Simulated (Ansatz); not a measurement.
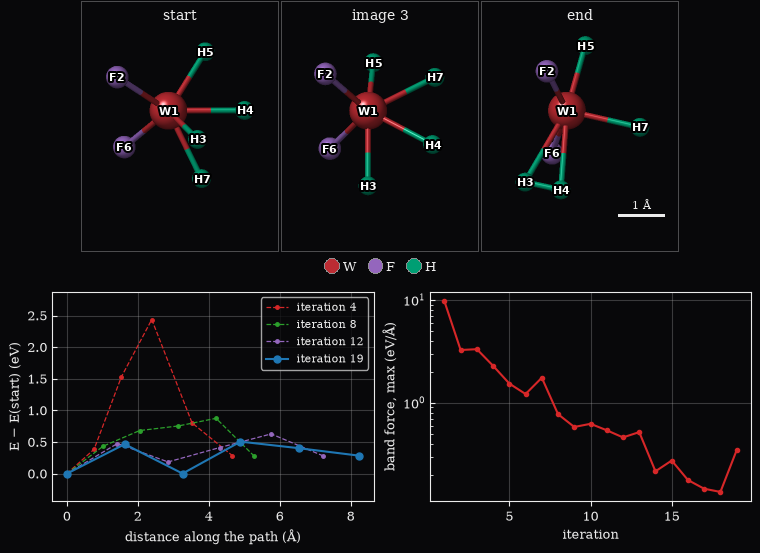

A nudged-elastic-band calculation for WH4F2. Images are numbered from 0 (start) to 5 (end). The plot follows the band through its iterations. Style: ball-and-stick. Shown from a free direction.

Theory: RKS B3LYP-D4/def2-SVP (Ansatz 0.2.0). Settings: 4 movable images; no climbing image; force threshold 0.05 eV/Å; iteration limit 19; starting path through a guess of the saddle point.

> Judge this run.

The result isn't final. The band hadn't converged when the run stopped after 19 iterations. The largest component of the band force went from 9.7 to 0.35 eV/Å. The barrier read from it is provisional: over the last two iterations the highest image moved from 0.48 eV to 0.51 eV. The first iteration put the highest image at 5.96 eV. The highest point, image 3, lies 0.51 eV above the start and 0.22 eV above the end; the end is at +0.29 eV relative to the start. The profile has 2 maxima (images 1, 3) with a dip at image 2 (0.00 eV), which on an unconverged band is provisional.

The run took 5.5 min on 1 thread of AMD EPYC 7R43 64-Core Processor (Zen 3), with other jobs on the host, peak memory 0.16 GiB.
